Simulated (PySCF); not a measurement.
RbH

```xyz
2

Rb    0.0000    0.0000   -0.0284
H     0.0000    0.0000    2.3906
```

Core potentials replace the inner electrons of Rb.

Computed with PySCF, PBE0/def2-SVP, non-relativistic Hamiltonian with scalar-relativistic core potentials where named, at a bond length of 2.419 Å.

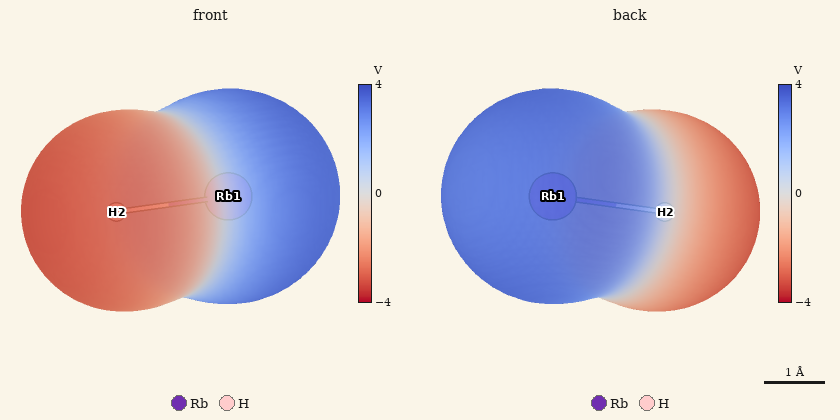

Figure 1. The electrostatic potential painted on the density surface at 0.002 e/bohr³, seen from the front and from behind; red is negative and blue positive.

Which sites attract a positive test charge, and which a negative one?

A positive charge is drawn to the negative regions and a negative charge to the positive ones. The most negative region (about −3.1 V) lies over H2, the most positive (about +3.2 V) over Rb1.

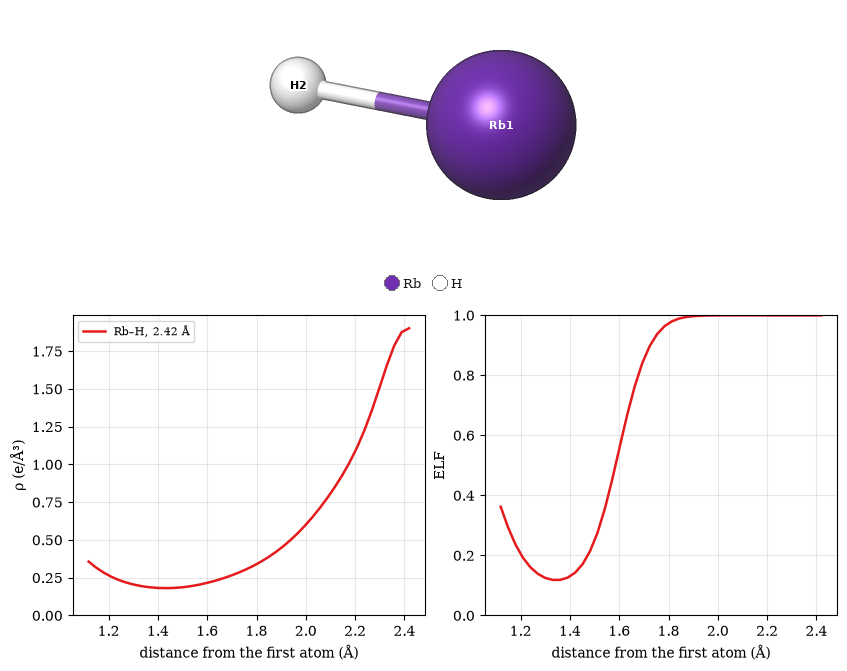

Figure 2. Electron density and ELF along straight lines between neighbouring atoms. The curves leave out the atomic cores. The structure is drawn too.

What can be read from the curves?

Rb–H (2.42 Å): ρ at the midpoint is about 0.26 e/Å³; the ELF climbs to about 1 towards the hydrogen.
